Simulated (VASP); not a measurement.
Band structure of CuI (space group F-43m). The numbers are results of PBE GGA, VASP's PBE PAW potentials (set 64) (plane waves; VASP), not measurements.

Unless said otherwise, spin-orbit coupling is left out, though it shifts the bands of the heavy elements here.

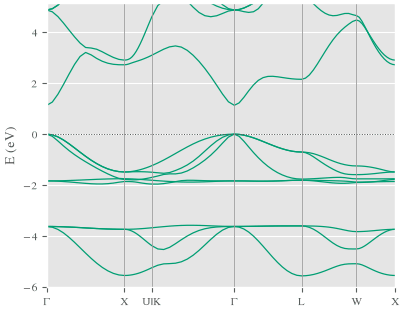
Figure: Bands along high-symmetry lines, zero at the valence-band maximum or, without a gap, the Fermi level

### Question
Read the plot: is there a gap, and where are the band edges?

### Answer
The gap is direct, 1.13 eV, from the valence maximum at Γ to the conduction minimum at Γ. (Edges off the drawn lines would not show.)

The structure comes from a measured CuI entry (F-43m) of the Crystallography Open Database, whose conditions weren't checked. It was relaxed first.
